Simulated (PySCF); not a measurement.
**[Ta(OH)4]+: how settings move a single point**

Which settings matter for [Ta(OH)4]+? Each run alters one on purpose. The species was built from a template and needn't be a known compound.

Method: PBE, Ta def2-SVP with ECP60, O def2-SVP, H def2-SVP; scalar-relativistic core potentials, no spin–orbit coupling; program: PySCF 2.14.0.

3 further runs of the same task are left out: 2 for a known fault of the program, 1 that didn't finish.

## Step 1: The starting structure

9 atoms, charge 1, spin multiplicity 1.

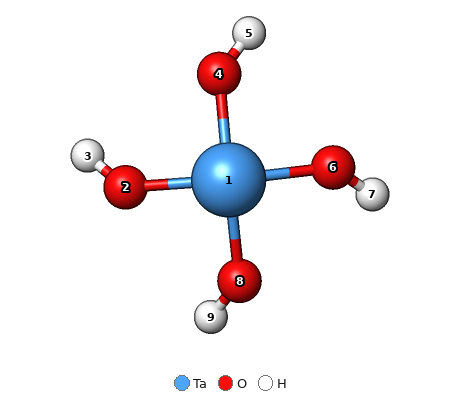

The geometry (tantalum blue, oxygen red, hydrogen white); atoms are numbered from 1 in the order of the file.

Geometry (Å):

```xyz
9
H4O4Ta
Ta    0.0000    0.0000   -0.2344
O     1.8253   -0.1789    0.2514
H     2.5059    0.3365    0.7274
O     0.1789    1.8253    0.2514
H    -0.3365    2.5059    0.7274
O    -1.8253    0.1789    0.2514
H    -2.5059   -0.3365    0.7274
O    -0.1789   -1.8253    0.2514
H     0.3365   -2.5059    0.7274
```

Formal oxidation states: Ta +5. An earlier session relaxed this geometry at PBE, Ta def2-SVP with ECP60, O def2-SVP, H def2-SVP (singlet, point group C4).

The sound run used a (50, 194) grid (finer on f atoms), a threshold of 1e-8 and at most 55 cycles, and ended at -359.700480 Eh.

## Step 2: Altered run 1

run.py (the lines that set the calculation) reads:

```python
mol = gto.M(atom='''
Ta     0.00000     0.00000    -0.22038
O      1.71580    -0.16819     0.23630
H      2.35550     0.31629     0.68380
O      0.16819     1.71580     0.23630
H     -0.31629     2.35550     0.68380
O     -1.71580     0.16819     0.23630
H     -2.35550    -0.31629     0.68380
O     -0.16819    -1.71580     0.23630
H      0.31629    -2.35550     0.68380''',
    basis={'Ta': 'def2-SVP', 'O': 'def2-SVP', 'H': 'def2-SVP'},
    ecp={'Ta': 'def2-SVP'},
    charge=1, spin=0)
mf = dft.RKS(mol, xc='PBE')
mf.grids.atom_grid = (50, 194)
mf = mf.density_fit()  # fitting sets: Ta def2-universal-JKFIT, O def2-universal-JKFIT, H def2-universal-JKFIT
mf.conv_tol = 1e-08; mf.max_cycle = 55
mf.kernel(dm0)  # dm0: free metal ions and neutral atoms
```

On the command line:

```console
$ OMP_NUM_THREADS=2 python run.py
```

The log of the run:

```text
init E= -359.937018241792
  HOMO = -0.668747943227059  LUMO = -0.421118124672727  gap/eV = 6.73835
cycle= 1 E= -359.016362186758  delta_E= 0.921  |g|= 1.83  |ddm|= 3.66
  HOMO = -0.241732112742844  LUMO = -0.208905825932487  gap/eV = 0.89325
cycle= 2 E= -353.642519670796  delta_E= 5.37  |g|= 5.07  |ddm|=  5.1
  HOMO = -0.436967413164751  LUMO = -0.245880253385156  gap/eV = 5.19975
cycle= 3 E= -359.464850817546  delta_E= -5.82  |g|= 0.803  |ddm|= 4.61
  HOMO = -0.479288004496876  LUMO = -0.37306959584313  gap/eV = 2.89035
cycle= 4 E= -359.636602519151  delta_E= -0.172  |g|= 0.196  |ddm|= 1.11
  HOMO = -0.451297630324373  LUMO = -0.35459374846311  gap/eV = 2.63145
cycle= 5 E= -359.64533392845  delta_E= -0.00873  |g|= 0.047  |ddm|= 0.213
  HOMO = -0.453343543110559  LUMO = -0.354425549934604  gap/eV = 2.69170
cycle= 6 E= -359.645736776313  delta_E= -0.000403  |g|= 0.0155  |ddm|= 0.0407
  HOMO = -0.454052423795758  LUMO = -0.353877360810458  gap/eV = 2.72590
cycle= 7 E= -359.645789011215  delta_E= -5.22e-05  |g|= 0.0012  |ddm|= 0.0124
  HOMO = -0.454062599223111  LUMO = -0.35383134963925  gap/eV = 2.72743
cycle= 8 E= -359.64578930499  delta_E= -2.94e-07  |g|= 0.000178  |ddm|= 0.00104
  HOMO = -0.45407141814345  LUMO = -0.353830716533857  gap/eV = 2.72769
cycle= 9 E= -359.645789310724  delta_E= -5.73e-09  |g|= 1.95e-05  |ddm|= 0.000134
  HOMO = -0.454072804146467  LUMO = -0.353826045904029  gap/eV = 2.72785
Extra cycle  E= -359.645789310143  delta_E= 5.82e-10  |g|= 5.49e-05  |ddm|= 6.29e-05
converged SCF energy = -359.645789310143
```

Wall time 7.1 s (2 threads of Arm Neoverse V2, shared host).

Changed: the scale of all coordinates (0.94). It converges in 9 cycles, +1.488 eV from the sound run, with a largest force component of 6.38 eV/Å. The setting is unsound, so these numbers aren't the compound's.

## Step 3: Altered run 2

run.py (the lines that set the calculation) reads:

```python
mol = gto.M(atom='''
Ta     0.00000     0.00000    -0.23445
O      1.82532    -0.17892     0.25139
H      2.50585     0.33648     0.72744
O      0.17892     1.82532     0.25139
H     -0.33648     2.50585     0.72744
O     -1.82532     0.17892     0.25139
H     -2.50585    -0.33648     0.72744
O     -0.17892    -1.82532     0.25139
H      0.33648    -2.50585     0.72744''',
    basis={'Ta': 'def2-SVP', 'O': 'def2-SVP', 'H': 'def2-SVP'},
    ecp={'Ta': 'def2-SVP'},
    charge=1, spin=0)
mf = dft.RKS(mol, xc='PBE')
mf.grids.atom_grid = (50, 194)
mf = mf.density_fit()  # fitting sets: Ta def2-universal-JKFIT, O def2-universal-JKFIT, H def2-universal-JKFIT
mf.conv_tol = 0.001; mf.max_cycle = 55
mf.kernel(dm0)  # dm0: free metal ions and neutral atoms
```

On the command line:

```console
$ OMP_NUM_THREADS=2 python run.py
```

The log of the run:

```text
init E= -359.675595510474
  HOMO = -0.642478152906024  LUMO = -0.417142766971015  gap/eV = 6.13169
cycle= 1 E= -359.039502720408  delta_E= 0.636  |g|= 1.83  |ddm|= 3.44
  HOMO = -0.240994375771421  LUMO = -0.22284660253644  gap/eV = 0.49383
cycle= 2 E= -350.167331226304  delta_E= 8.87  |g|= 5.97  |ddm|= 5.85
  HOMO = -0.410088560118755  LUMO = -0.246290965378829  gap/eV = 4.45716
cycle= 3 E= -359.466289346214  delta_E= -9.3  |g|= 0.878  |ddm|= 5.46
  HOMO = -0.473895811448718  LUMO = -0.402617957097629  gap/eV = 1.93957
cycle= 4 E= -359.662976925393  delta_E= -0.197  |g|= 0.38  |ddm|= 1.36
  HOMO = -0.446982830229134  LUMO = -0.369696369112262  gap/eV = 2.10307
cycle= 5 E= -359.699369758446  delta_E= -0.0364  |g|= 0.0698  |ddm|= 0.329
  HOMO = -0.449036168502691  LUMO = -0.36857526861683  gap/eV = 2.18945
cycle= 6 E= -359.700277491151  delta_E= -0.000908  |g|= 0.0295  |ddm|= 0.0477
  HOMO = -0.451689435334286  LUMO = -0.362714834210074  gap/eV = 2.42112
Extra cycle  E= -359.698155829221  delta_E= 0.00212  |g|= 0.0995  |ddm|= 0.102
converged SCF energy = -359.698155829221
```

It took 4.9 s on 2 threads of Arm Neoverse V2, shared host.

Changed: the SCF threshold (0.001). It converges in 6 cycles, +0.063 eV from the sound run, with a largest force component of 0.11 eV/Å. The setting is unsound, so these numbers aren't the compound's.

## Step 4: Altered run 3

Edit run.py (the lines that set the calculation) of step 3 so:

```diff
@@ -14,5 +14,5 @@
 mf = dft.RKS(mol, xc='PBE')
-mf.grids.atom_grid = (50, 194)
+mf.grids.atom_grid = (99, 590)
 mf = mf.density_fit()  # fitting sets: Ta def2-universal-JKFIT, O def2-universal-JKFIT, H def2-universal-JKFIT
-mf.conv_tol = 0.001; mf.max_cycle = 55
+mf.conv_tol = 1e-08; mf.max_cycle = 55
 mf.kernel(dm0)  # dm0: free metal ions and neutral atoms
```

On the command line:

```console
$ OMP_NUM_THREADS=2 python run.py
```

The log of the run:

```text
init E= -359.675671505283
  HOMO = -0.642458598605114  LUMO = -0.417144297519403  gap/eV = 6.13111
cycle= 1 E= -359.039544233247  delta_E= 0.636  |g|= 1.83  |ddm|= 3.44
  HOMO = -0.240998157781156  LUMO = -0.222837909472792  gap/eV = 0.49417
cycle= 2 E= -350.16779946981  delta_E= 8.87  |g|= 5.96  |ddm|= 5.85
  HOMO = -0.410070175019177  LUMO = -0.24630205613688  gap/eV = 4.45636
cycle= 3 E= -359.466323451496  delta_E= -9.3  |g|= 0.878  |ddm|= 5.46
  HOMO = -0.473871139334898  LUMO = -0.402619259570049  gap/eV = 1.93886
cycle= 4 E= -359.662995396252  delta_E= -0.197  |g|= 0.38  |ddm|= 1.36
  HOMO = -0.4469577361209  LUMO = -0.369697693024438  gap/eV = 2.10235
cycle= 5 E= -359.69938273876  delta_E= -0.0364  |g|= 0.0698  |ddm|= 0.329
  HOMO = -0.449011183485985  LUMO = -0.368577270605748  gap/eV = 2.18872
cycle= 6 E= -359.700290242587  delta_E= -0.000908  |g|= 0.0295  |ddm|= 0.0477
  HOMO = -0.449646954149273  LUMO = -0.367308242480203  gap/eV = 2.24055
cycle= 7 E= -359.700492455651  delta_E= -0.000202  |g|= 0.000617  |ddm|= 0.0238
  HOMO = -0.449525901317127  LUMO = -0.367262824189361  gap/eV = 2.23849
cycle= 8 E= -359.700492545275  delta_E= -8.96e-08  |g|= 0.000229  |ddm|= 0.00104
  HOMO = -0.449534088088928  LUMO = -0.367257743157911  gap/eV = 2.23885
cycle= 9 E= -359.700492556539  delta_E= -1.13e-08  |g|= 3.12e-05  |ddm|= 0.000166
  HOMO = -0.449535206939586  LUMO = -0.367256098527459  gap/eV = 2.23893
cycle= 10 E= -359.700492556778  delta_E= -2.4e-10  |g|= 1.63e-06  |ddm|= 3.25e-05
  HOMO = -0.449535244365531  LUMO = -0.367256535306304  gap/eV = 2.23892
Extra cycle  E= -359.700492556773  delta_E= 5.23e-12  |g|= 4.74e-06  |ddm|= 5.39e-06
converged SCF energy = -359.700492556773
```

Wall time 26 s (2 threads of Arm Neoverse V2, shared host).

Changed: the integration grid, to (99, 590). It converges in 10 cycles, at the sound run's energy within 0.001 eV, with a largest force component of 0.00 eV/Å. The result survives the change.

## Step 5: Altered run 4

Edit run.py (the lines that set the calculation) of step 4 so:

```diff
@@ -14,5 +14,5 @@
 mf = dft.RKS(mol, xc='PBE')
-mf.grids.atom_grid = (99, 590)
+mf.grids.atom_grid = (50, 194)
 mf = mf.density_fit()  # fitting sets: Ta def2-universal-JKFIT, O def2-universal-JKFIT, H def2-universal-JKFIT
-mf.conv_tol = 1e-08; mf.max_cycle = 55
-mf.kernel(dm0)  # dm0: free metal ions and neutral atoms
+mf.conv_tol = 1e-08; mf.max_cycle = 93
+mf.kernel(dm0)  # dm0: core Hamiltonian
```

On the command line:

```console
$ OMP_NUM_THREADS=2 python run.py
```

The log of the run:

```text
init E= -334.166076882719
  HOMO = 0.183629596083189  LUMO = 0.18977489386763  gap/eV = 0.16722
cycle= 1 E= -318.137683975051  delta_E=   16  |g|= 9.48  |ddm|= 36.1
  HOMO = -3.55832901269496  LUMO = -3.08606867489372  gap/eV = 12.85086
cycle= 2 E= -340.597428299269  delta_E= -22.5  |g|= 8.25  |ddm|= 34.9
  HOMO = -1.0879667130007  LUMO = -1.07919745841273  gap/eV = 0.23862
cycle= 3 E= -346.063486562934  delta_E= -5.47  |g|=    6  |ddm|= 9.82
  HOMO = -0.585680664860994  LUMO = -0.452683747252102  gap/eV = 3.61903
cycle= 4 E= -356.914448158784  delta_E= -10.9  |g|= 3.52  |ddm|= 8.25
  HOMO = -0.623389545309061  LUMO = -0.304526905400206  gap/eV = 8.67669
cycle= 5 E= -358.888898135197  delta_E= -1.97  |g|= 1.85  |ddm|= 2.02
  HOMO = -0.435208689087695  LUMO = -0.405699849554519  gap/eV = 0.80298
cycle= 6 E= -358.830003745622  delta_E= 0.0589  |g|= 1.98  |ddm|= 2.45
  HOMO = -0.460930617570466  LUMO = -0.353544237631368  gap/eV = 2.92213
cycle= 7 E= -359.604755896556  delta_E= -0.775  |g|= 0.636  |ddm|= 2.05
  HOMO = -0.458861334674363  LUMO = -0.360733525079951  gap/eV = 2.67019
cycle= 8 E= -359.684140225091  delta_E= -0.0794  |g|= 0.263  |ddm|= 0.561
  HOMO = -0.452804677810389  LUMO = -0.366432910673023  gap/eV = 2.35030
cycle= 9 E= -359.699205866976  delta_E= -0.0151  |g|= 0.0752  |ddm|= 0.162
  HOMO = -0.449107766797978  LUMO = -0.366041793047309  gap/eV = 2.26034
cycle= 10 E= -359.700442204836  delta_E= -0.00124  |g|= 0.012  |ddm|= 0.0575
  HOMO = -0.449610038382062  LUMO = -0.367271074164258  gap/eV = 2.24056
cycle= 11 E= -359.700477831082  delta_E= -3.56e-05  |g|= 0.00313  |ddm|= 0.0134
  HOMO = -0.449578871662628  LUMO = -0.367258289905859  gap/eV = 2.24006
cycle= 12 E= -359.700479685213  delta_E= -1.85e-06  |g|= 0.000854  |ddm|= 0.0026
  HOMO = -0.449553854432698  LUMO = -0.367262621081167  gap/eV = 2.23926
cycle= 13 E= -359.700479840446  delta_E= -1.55e-07  |g|= 0.000199  |ddm|= 0.000682
  HOMO = -0.449558650002759  LUMO = -0.367254696044963  gap/eV = 2.23960
cycle= 14 E= -359.700479849877  delta_E= -9.43e-09  |g|= 3.5e-05  |ddm|= 0.000151
  HOMO = -0.449562567940688  LUMO = -0.367251175233456  gap/eV = 2.23981
Extra cycle  E= -359.700479847128  delta_E= 2.75e-09  |g|= 0.000117  |ddm|= 0.00012
converged SCF energy = -359.700479847128
```

Wall time 7.3 s (2 threads of Arm Neoverse V2, shared host).

Changed: the starting guess (bare core Hamiltonian); the cycle limit is 93. It converges in 14 cycles, at the sound run's energy within 0.001 eV, with a largest force component of 0.00 eV/Å. The result survives the change.

## Step 6: Results

| run | changed | ending | energy change (eV) | cycles | time | usable |
| --- | --- | --- | --- | --- | --- | --- |
| 1 | the scale of all coordinates | converged | +1.488 | 9 | 7.1 s | no |
| 2 | the SCF threshold | converged | +0.063 | 6 | 4.9 s | no |
| 3 | the integration grid | converged | 0.000 | 10 | 26 s | yes |
| 4 | the starting guess | converged | 0.000 | 14 | 7.3 s | yes |

2 of 4 altered runs give a usable result. 2 ended normally with numbers unfit to quote.
